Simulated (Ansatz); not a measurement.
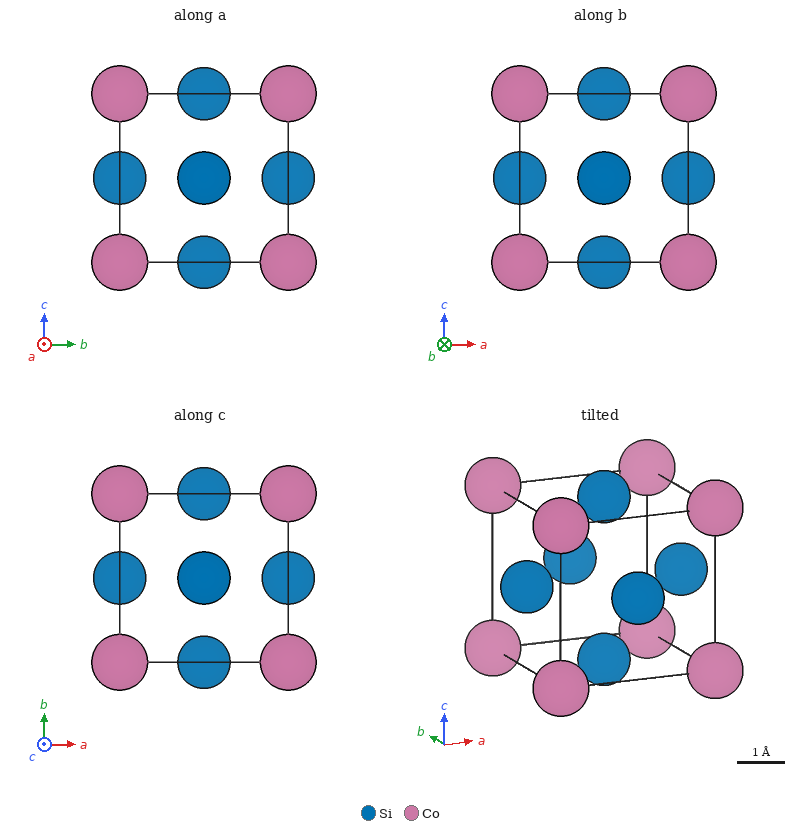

The figure gives a spheres-only picture of the atoms, viewed along the a axis, along the b axis, along the c axis and slightly off an axis. Thin lines show the conventional unit cell, with boundary atoms drawn in all their periodic places.

Lattice parameters: a = 3.646 Å, b = 3.646 Å, c = 3.646 Å, α = 90.00°, β = 90.00°, γ = 90.00°. Put a along x and b in the xy plane.

> Express the structure as a POSCAR file.

```
Si Co
1.0
     3.646    0.000    0.000
     0.000    3.646    0.000
     0.000    0.000    3.646
Si Co
3 1
Direct
  0.0000 0.5000 0.5000
  0.5000 0.0000 0.5000
  0.5000 0.5000 0.0000
  0.0000 0.0000 0.0000
```

Starting structure: a structure type filled with these elements by a generator (whether the compound takes this form wasn't checked). Earlier steps of the study, as a rule a relaxation of our own, may have changed the cell and positions, so they can lie some per cent off the listed ones. Ansatz was used for an electronic-structure calculation on it.
